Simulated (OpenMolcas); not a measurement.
**Multiconfigurational calculation for Co²⁺ complex**

- system: Co²⁺ with 6 ligands (O; octahedron, 2.21 Å), neutralised by 6 outer point charges of +1.7 e, whose field is part of the energies.
- method: state-averaged SS-CASPT2, IPEA shift 0.25, imaginary shift 0.1 hartree, closed shells 3s 3p of the metal and the valence shells of the ligands correlated, active space 7 electrons in the shell 3d, basis ANO-RCC-VTZP on the metal and ANO-RCC-VDZP on the ligands, DKH2 scalar Hamiltonian, spin-orbit coupling by RASSI with atomic mean-field integrals (OpenMolcas)

**Results in brief**

```
                                 quantity                                                                 value
                                  outcome                                                             converged
      energy of the lowest spin-free term                                                   −1846.59024 hartree
    energy of the lowest spin-orbit level                                                   −1846.59350 hartree
                CASPT2 correlation energy                                                       −2.1333 hartree
largest spread among components of a term                                                            190.7 cm⁻¹
                  lowest reference weight                                                                 0.475
                                 hardware  1 thread of Arm Neoverse V1, 24 GiB of memory available, shared host
                                wall time                                                               3.9 min
                              peak memory                                                               0.2 GiB
```

**Notes**

The components of ²E, which symmetry makes degenerate, are split by 191 cm⁻¹ in CASPT2, and those of 2 more by over 50 cm⁻¹. This is an artefact; the levels of such states rest on averages and are uncertain by about as much. Limits: small active space favours high spin, ground spin may be wrong; bare point charges leave oxide and sulfide ligands too diffuse, field too small; with a single d shell and no ligand orbitals active, the ligand field and the g values of a late 3d ion can be well off; distances are set from ionic radii, not optimised.

**Input**
```
&GATEWAY
Coord
7

Co 0.0 0.0 0.0
O 2.210000 0.000000 0.000000
O 0.000000 2.210000 0.000000
O -2.210000 0.000000 0.000000
O 0.000000 -2.210000 0.000000
O 0.000000 0.000000 2.210000
O 0.000000 0.000000 -2.210000
Basis=Co.ANO-RCC-VTZP,O.ANO-RCC-VDZP
Group=XYZ
NoMove
AngMom=0.0 0.0 0.0
AMFI
RICD
XField
3 Angstrom 0
5.410000 0.000000 0.000000 1.666667
0.000000 5.410000 0.000000 1.666667
0.000000 0.000000 5.410000 1.666667
&SEWARD
&RASSCF
FileOrb=start.orb
Symmetry=1
Spin=4
nActEl=7 0 0
Inactive=18 21
Ras2=5 0
CIRoot=10 10 1
SDav=10
CIMx=300
Iter=150 100
PrWF=0.3
OrbListing=Nothing
MaxOrb=0
LevShft=1.0
>>> COPY $Project.JobIph JOB001
&RASSCF
FileOrb=start.orb
Symmetry=1
Spin=2
nActEl=7 0 0
Inactive=18 21
Ras2=5 0
CIRoot=40 40 1
SDav=40
CIMx=300
Iter=150 100
PrWF=0.3
OrbListing=Nothing
MaxOrb=0
LevShft=1.0
>>> COPY $Project.JobIph JOB002
&RASSI
NrOfJobIphs=2 10 40
1 2 3 4 5 6 7 8 9 10
1 2 3 4 5 6 7 8 9 10 11 12 13 14 15 16 17 18 19 20 21 22 23 24 25 26 27
28 29 30 31 32 33 34 35 36 37 38 39 40
IphNames
JOB001
JOB002
EJob
SpinOrbit
DIPRint=1.0
SOCoupling=1000.0
Subsets=2
Property=9
'ANGMOM' 1 'ANGMOM' 2 'ANGMOM' 3 'MLTPL  1' 1 'MLTPL  1' 2 'MLTPL  1' 3
'AMFI' 1 'AMFI' 2 'AMFI' 3
SOProperty=3
'ANGMOM' 1 'ANGMOM' 2 'ANGMOM' 3
>>> COPY JOB001 $Project.JobIph
&CASPT2
Multistate=10 1 2 3 4 5 6 7 8 9 10
NoMult
Frozen=5 6
IPEA=0.25
Imaginary=0.1
MaxIter=60
WThr=0.0 0.3 0.05
PrWF=0.5
NoMix
>>> COPY JOB002 $Project.JobIph
&CASPT2
Multistate=40 1 2 3 4 5 6 7 8 9 10 11 12 13 14 15 16 17 18 19 20 21 22
23 24 25 26 27 28 29 30 31 32 33 34 35 36 37 38 39 40
NoMult
Frozen=5 6
IPEA=0.25
Imaginary=0.1
MaxIter=60
WThr=0.0 0.3 0.05
PrWF=0.5
NoMix
```

The file start.orb holds starting orbitals from an earlier step. A driver script formed the levels outside the program, from RASSI's spin-orbit matrix and the CASPT2 energies (for multi-state variants, the effective Hamiltonian), averaged over the components of each term or state. The log and the time are those of the CASPT2 step.

Launched with:
```bash
OMP_NUM_THREADS=1 MOLCAS_MEM=2457 MOLCAS_PROJECT=a pymolcas a.inp > a.log  # once for each step of the input, in one work folder
```

**Output (extracts)**
```
--- CASPT2 ---
Orbital specifications:
      -----------------------

      Symmetry species                           1   2
                                                ag  au
      Frozen orbitals                            5   6
      Inactive orbitals                         13  15
      Active orbitals                            5   0
      Secondary orbitals                        49  50
      Deleted orbitals                           0   0
      Number of basis functions                 72  71
Type of calculation                        SS-CASPT2
      Fock operator                              state-specific
      IPEA shift                                 0.25
      Real shift                                 0.00
      Imaginary shift                            0.10
      The input orbitals will be transformed to quasi-canonical
Reference energy:       -1844.4569155024
      E2 (Non-variational):      -2.1164886805
      Shift correction:          -0.0165971005
      E2 (Variational):          -2.1330857810
      Total energy:           -1846.5900012833
      Residual norm:              0.0000007130
      Reference weight:           0.49690
      Contributions to the CASPT2 correlation energy
      Active & Virtual Only:         -0.1911774743
      One Inactive Excited:          -0.2792091477
      Two Inactive Excited:          -1.6461020584
Reference energy:       -1844.4569154987
      E2 (Non-variational):      -2.1168245961
      Shift correction:          -0.0166164749
      E2 (Variational):          -2.1334410710
      Total energy:           -1846.5903565698
      Residual norm:              0.0000009708
      Reference weight:           0.49681
      Contributions to the CASPT2 correlation energy
      Active & Virtual Only:         -0.1913454863
      One Inactive Excited:          -0.2792998330
      Two Inactive Excited:          -1.6461792768
::    CASPT2 Root  1     Total energy:  -1846.59000128
::    CASPT2 Root  2     Total energy:  -1846.59035657
::    CASPT2 Root  3     Total energy:  -1846.59035560
::    CASPT2 Root  4     Total energy:  -1846.56930570
::    CASPT2 Root  5     Total energy:  -1846.56945740
::    CASPT2 Root  6     Total energy:  -1846.56942869
::    CASPT2 Root  7     Total energy:  -1846.54684985
::    CASPT2 Root  8     Total energy:  -1846.51211347
::    CASPT2 Root  9     Total energy:  -1846.51211182
::    CASPT2 Root 10     Total energy:  -1846.51155838
--- CASPT2 ---
Orbital specifications:
      -----------------------

      Symmetry species                           1   2
                                                ag  au
      Frozen orbitals                            5   6
      Inactive orbitals                         13  15
      Active orbitals                            5   0
      Secondary orbitals                        49  50
      Deleted orbitals                           0   0
      Number of basis functions                 72  71
Type of calculation                        SS-CASPT2
      Fock operator                              state-specific
      IPEA shift                                 0.25
      Real shift                                 0.00
      Imaginary shift                            0.10
      The input orbitals will be transformed to quasi-canonical
Reference energy:       -1844.3790495351
      E2 (Non-variational):      -2.1291995524
      Shift correction:          -0.0154869028
      E2 (Variational):          -2.1446864552
      Total energy:           -1846.5237359902
      Residual norm:              0.0000002293
      Reference weight:           0.49975
      Contributions to the CASPT2 correlation energy
      Active & Virtual Only:         -0.1944332852
      One Inactive Excited:          -0.2850314477
      Two Inactive Excited:          -1.6497348194
Reference energy:       -1844.3790495177
      E2 (Non-variational):      -2.1291083028
      Shift correction:          -0.0154855423
      E2 (Variational):          -2.1445938451
      Total energy:           -1846.5236433628
      Residual norm:              0.0000003749
      Reference weight:           0.49977
      Contributions to the CASPT2 correlation energy
      Active & Virtual Only:         -0.1944246665
      One Inactive Excited:          -0.2849511979
      Two Inactive Excited:          -1.6497324384
::    CASPT2 Root  1     Total energy:  -1846.52373599
::    CASPT2 Root  2     Total energy:  -1846.52364336
::    CASPT2 Root  3     Total energy:  -1846.51795004
::    CASPT2 Root  4     Total energy:  -1846.51795003
::    CASPT2 Root  5     Total energy:  -1846.51794978
::    CASPT2 Root  6     Total energy:  -1846.51523611
::    CASPT2 Root  7     Total energy:  -1846.51528238
::    CASPT2 Root  8     Total energy:  -1846.51528238
::    CASPT2 Root  9     Total energy:  -1846.50658211
::    CASPT2 Root 10     Total energy:  -1846.50220759
::    CASPT2 Root 11     Total energy:  -1846.50225412
::    CASPT2 Root 12     Total energy:  -1846.50226474
::    CASPT2 Root 13     Total energy:  -1846.49230107
::    CASPT2 Root 14     Total energy:  -1846.49230107
::    CASPT2 Root 15     Total energy:  -1846.49244293
::    CASPT2 Root 16     Total energy:  -1846.48390101
::    CASPT2 Root 17     Total energy:  -1846.48390103
::    CASPT2 Root 18     Total energy:  -1846.48395591
::    CASPT2 Root 19     Total energy:  -1846.47758171
::    CASPT2 Root 20     Total energy:  -1846.47671291
::    CASPT2 Root 21     Total energy:  -1846.46718416
::    CASPT2 Root 22     Total energy:  -1846.46718428
::    CASPT2 Root 23     Total energy:  -1846.46725324
::    CASPT2 Root 24     Total energy:  -1846.47268218
::    CASPT2 Root 25     Total energy:  -1846.47269347
::    CASPT2 Root 26     Total energy:  -1846.47079152
::    CASPT2 Root 27     Total energy:  -1846.47079157
::    CASPT2 Root 28     Total energy:  -1846.47079183
::    CASPT2 Root 29     Total energy:  -1846.42756063
::    CASPT2 Root 30     Total energy:  -1846.42752925
```

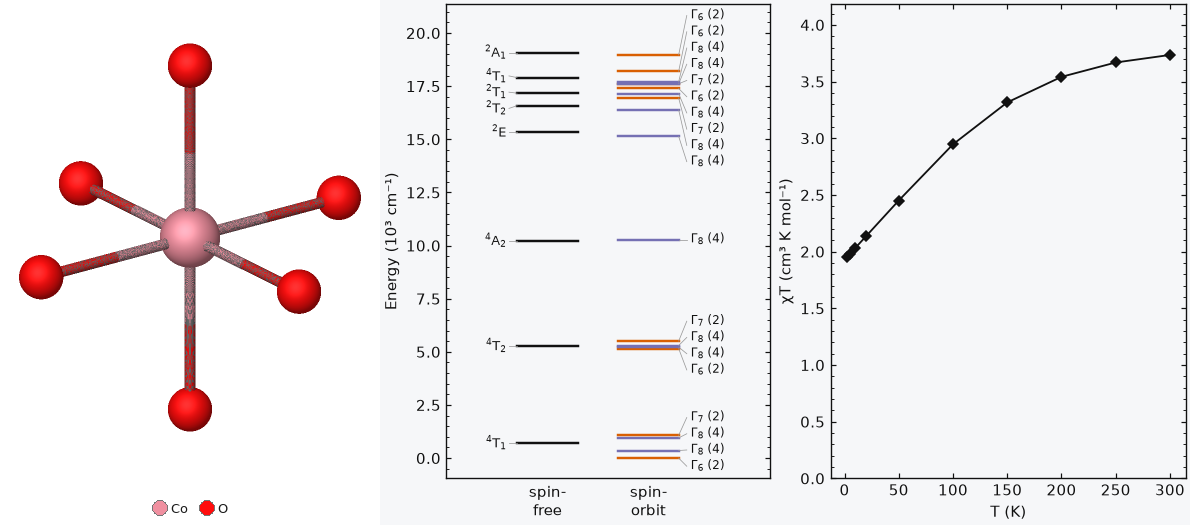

Co²⁺ (3d⁷) with 6 ligands, O²⁻, at 2.21 Å (arrangement: octahedron, Oh), neutralised by outer point charges of +1.7 e, and its levels and susceptibility. Labels give the representation in O, Td, D4 or D3 as the site allows (double group for half-integer spin) where it could be assigned and, in brackets, the degeneracy; spin-free states, where drawn, share the zero of the spin-orbit levels. Powder susceptibility by Van Vleck's formula. The ground level is Γ₆, a Kramers doublet, 100 % from states of spin multiplicity 4. Its principal g values are 4.53, 4.53 and 4.53, isotropic. The next level lies at 358 cm⁻¹ (Γ₈). The lowest spin-free state is ⁴T₁, from the free-ion F term; of the same spin there follow at 4,570 cm⁻¹ (⁴T₂), 9,520 cm⁻¹ (⁴A₂) and 17,200 cm⁻¹ (⁴T₁) above it. χT is 1.95 cm³ K mol⁻¹ at 2 K and 3.73 at 300 K, an effective moment of 5.47 μB.
